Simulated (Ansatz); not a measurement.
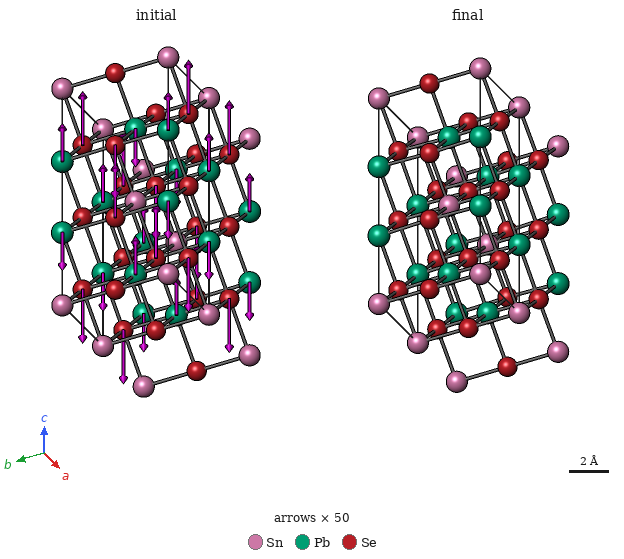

The structure of crystalline SnPb2Se3 (built on the NaPr2Se3-71 type type) before (left) and after (right) a relaxation, at one scale. The purple arrows give the displacements (the part carried along by the change of the cell is left out), magnified 50 times.

A ball-and-stick model of the conventional cell (2 times the calculation's cell), repeated 2 × 1 × 1 with one cell outlined, seen from a free direction. Lengths and directions refer to the drawn axes.

Method: DFT, PBEsol, plane waves, PAW (Ansatz 0.2.0). Settings: plane-wave cutoff 420 eV; k-point mesh 6 × 6 × 6; occupations fermi dirac; smearing width 0.03 eV; no spin polarisation; cell and atoms relaxed; force threshold 0.01 eV/Å; at most 120 steps.

Q: Describe what moved and what it gained.

A: The energy falls by 0.506 eV per cell of the calculation in 3 accepted moves (4 points after the start). Largest force component: 0.17 eV/Å at the start, 0.00059 eV/Å at the end. Pressure: −5.49 GPa at the start and −0.01 GPa at the end. At 1 point the geometry stayed and the basis and grid were re-selected for the new cell (energy shift of 2.4 meV per cell of the calculation at most each time). The largest moves relative to the cell, 0.068 Å, are those of Se atoms. Largest moves by element: Se 0.068 Å, Pb 0.048 Å. Sn stays in place. The volume changes by −13.1 %, with a 4.466 → 4.274 Å (−4.3 %), b 6.325 → 6.051 Å (−4.3 %), c 13.533 → 12.840 Å (−5.1 %). Some distances before and after: Se–Sn 3.175 → 2.978 Å, Pb–Se 3.198 → 3.061 Å, Se–Sn 3.162 → 3.025 Å, Pb–Se 3.162 → 3.027 Å. Among the angles between lasting bonds that change: Sn–Se–Sn 89.4° → 91.7°, Se–Sn–Se 90.6° → 88.3°, Se–Sn–Se 89.4° → 91.7°. The space group stays Immm (No. 71). Cost: 34 s on 2 threads of Intel(R) Xeon(R) Platinum 8488C (Sapphire Rapids) (shared host), peak memory 0.79 GiB.
